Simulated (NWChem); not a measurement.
**HF/STO-3G run of CH7NSn (SMILES C[NH][SnH3])**

Aim: the energy change on altering one bond length of CH7NSn at HF/STO-3G, from 2 runs. 

Program for the calculation: NWChem 7.3.0.

1 further run of the same task is left out (it didn't finish).

## 1. Starting point

CH7NSn has 10 atoms, charge 0, and is taken as a singlet. As SMILES, `C[NH][SnH3]`. Geometry: relaxed at PBE0-D4/def2-TZVP.

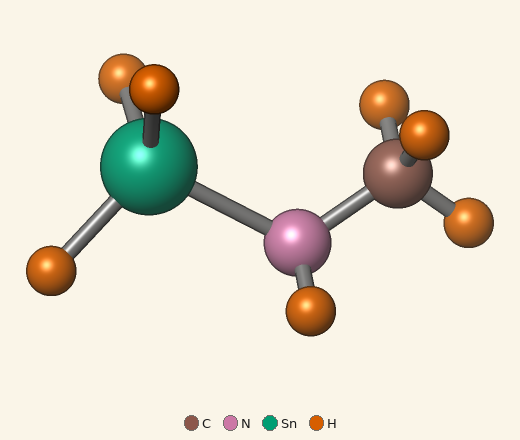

Viewed from a chosen angle; carbon brown, nitrogen pink, tin teal, hydrogen orange.

## 2. Energy and gradient at HF/STO-3G

The input, run.py:

```python
from ase import Atoms
from ase.calculators.nwchem import NWChem

molecule = Atoms('CNSnHHHHHHH', positions=[
    [-0.898400, 0.758000, -0.879200],
    [-0.343000, -0.532900, -0.516500],
    [0.897300, -0.629400, 1.085100],
    [-1.664200, 0.637600, -1.652700],
    [-1.396800, 1.201100, -0.011700],
    [-0.168200, 1.494600, -1.247500],
    [0.037300, -1.004000, -1.326200],
    [1.451700, -2.239000, 1.169900],
    [-0.052600, -0.195500, 2.433700],
    [2.220200, 0.458400, 0.948000],
])

calc = NWChem(
    label='test',
    theory='scf',
    memory='2200 mb',
    basis='STO-3G',
    basispar='spherical bse',
    scf={'nopen': '0', 'rhf': None, 'thresh': '1e-08', 'maxiter': '80'},
)
molecule.calc = calc

forces = molecule.get_forces()
e = molecule.get_potential_energy()
print(f"E = {e:.6f} eV")
print("forces (eV/A):")
for s, f in zip(molecule.symbols, forces):
    print(f"{s:2s} {f[0]:10.5f} {f[1]:10.5f} {f[2]:10.5f}")
print("dipole (e A):", molecule.get_dipole_moment().round(4))
```

Started as:

```sh
$ export ASE_NWCHEM_COMMAND="nwchem PREFIX.nwi > PREFIX.nwo"
$ python run.py
```

The program printed:

```text
E = -164860.682927 eV
forces (eV/A):
C    -0.57320    0.76567   -0.50661
N     0.91608   -0.62169    1.94468
Sn    0.16275   -0.00159    0.48368
H     0.13097    0.13848    0.01969
H     0.11601   -0.03841   -0.12418
H    -0.13102   -0.11092    0.02638
H     0.07847   -0.08788   -0.90678
H    -0.38767    1.24426   -0.02818
H     0.79334   -0.36073   -0.97316
H    -1.10568   -0.92719    0.06448
dipole (e A): [0.254  0.0475 0.015 ]
```

The calculator wrote test.nwi:

```
title "test"

permanent_dir test

scratch_dir test

start test

geometry units angstrom nocenter noautosym noautoz
  C  -8.9839999999999998e-01 7.5800000000000001e-01 -8.7919999999999998e-01
  N  -3.4300000000000003e-01 -5.3290000000000004e-01 -5.1649999999999996e-01
  Sn 8.9729999999999999e-01 -6.2939999999999996e-01 1.0851000000000000e+00
  H  -1.6641999999999999e+00 6.3759999999999994e-01 -1.6527000000000001e+00
  H  -1.3968000000000000e+00 1.2011000000000001e+00 -1.1700000000000000e-02
  H  -1.6819999999999999e-01 1.4945999999999999e+00 -1.2475000000000001e+00
  H  3.7300000000000000e-02 -1.0040000000000000e+00 -1.3262000000000000e+00
  H  1.4517000000000000e+00 -2.2389999999999999e+00 1.1698999999999999e+00
  H  -5.2600000000000001e-02 -1.9550000000000001e-01 2.4337000000000000e+00
  H  2.2202000000000002e+00 4.5839999999999997e-01 9.4799999999999995e-01
end

memory 2200 mb

basis spherical bse noprint
   * library STO-3G
end

scf
  nopen 0
  rhf
  thresh 1e-08
  maxiter 80
end

task scf gradient
```

test.nwo, shortened:

```text
[...]
         Total SCF energy =  -6058.518400339834
      One-electron energy =  -8910.729129334730
      Two-electron energy =   2583.922762623174
 Nuclear repulsion energy =    268.287966371721
[... 3 lines left out ...]
             Final eigenvalues
[... 48 lines left out ...]
                       ROHF Final Molecular Orbital Analysis
[...]
  wavefunction    =   RHF
                         RHF ENERGY GRADIENTS
    atom               coordinates                        gradient
                 x          y          z           x          y          z
   1 C      -1.697730   1.432412  -1.661447    0.011147  -0.014890   0.009852
   2 N      -0.648176  -1.007035  -0.976043   -0.017815   0.012090  -0.037818
   3 Sn      1.695651  -1.189394   2.050542   -0.003165   0.000031  -0.009406
[... 6 lines of this table left out ...]
  10 H       4.195570   0.866250   1.791460    0.021502   0.018031  -0.001254
[...]
```

Run time: 14 s. Hardware: 1 thread of Intel Xeon Platinum 8259CL at 2.50GHz (Skylake/Cascade Lake), shared host; peak memory 0.1 GiB.

## 3. The distorted shape: the energy at HF/STO-3G

The input, m1.nw:

```
START m1
TITLE "CH7NSn"
memory stack 880 mb heap 220 mb global 1100 mb

GEOMETRY units angstroms noautosym nocenter noautoz
  C     -2.485870    -0.547352    -0.714681
  N     -1.930470    -1.838252    -0.351981
  Sn    -0.690170    -1.934752     1.249619
  H     -3.251670    -0.667752    -1.488181
  H     -2.984270    -0.104252     0.152819
  H     -1.755670     0.189248    -1.082981
  H     -1.550170    -2.309352    -1.161681
  H     -0.135770    -3.544352     1.334419
  H     -1.640070    -1.500852     2.598219
  H      2.220200     0.458400     0.948000
END

BASIS spherical bse
  * library STO-3G
END

SCF
  thresh 1e-08
  maxiter 80
  print medium
END

TASK scf energy
```

Started as:

```sh
$ nwchem m1.nw > m1.out
```

The program printed:

```text
[...]
  functions       =    44
[...]
  wavefunction    = RHF
[...]
         Total SCF energy =  -6058.198181277720
      One-electron energy =  -8891.056117726235
      Two-electron energy =   2573.958854616596
 Nuclear repulsion energy =    258.899081831919
        Time for solution =     18.1s
[...]
```

It took 19 s on 1 thread of Intel Xeon Platinum 8259CL at 2.50GHz (Skylake/Cascade Lake), shared host; peak memory 0.099 GiB.

## 4. What came out

Level: HF/STO-3G.

| quantity | value |
| --- | --- |
| first shape: total energy | -6058.51840 Eh |
| first shape: dipole moment | 1.24 D |
| first shape: HOMO energy | -7.16 eV |
| first shape: LUMO energy | 11.04 eV |
| first shape: HOMO–LUMO gap | 18.19 eV |
| first shape: largest force on an atom | 2.238 eV/Å |
| distorted shape: total energy | -6058.19818 Eh |
| distorted shape: dipole moment | 1.74 D |
| distorted shape: HOMO energy | -3.24 eV |
| distorted shape: LUMO energy | 1.97 eV |
| distorted shape: HOMO–LUMO gap | 5.22 eV |
| energy change with the Sn3–H10 bond stretched from 1.718 to 3.780 Å | 8.714 eV |

**Reading.** One bond (distorted shape) is far stretched, which a spin-restricted single reference describes badly; a broken-symmetry solution may lie lower. With the Sn3–H10 bond stretched from 1.718 to 3.780 Å the energy rises by 8.71 eV (201 kcal/mol). The first shape isn't relaxed at this level, so the change isn't measured from a minimum. A restricted reference can't describe the breaking bond well at this length. The minimal basis adds a large error of its own. The largest force (first shape) is 2.24 eV/Å: the shape isn't a stationary point for this species at this level. Mulliken charges (first shape) run from -0.53 on N2 to +0.93 on Sn3. Relativity is left out (first shape) although the molecule holds a heavy atom. Mulliken charges (distorted shape) run from -0.50 on N2 to +0.84 on Sn3.
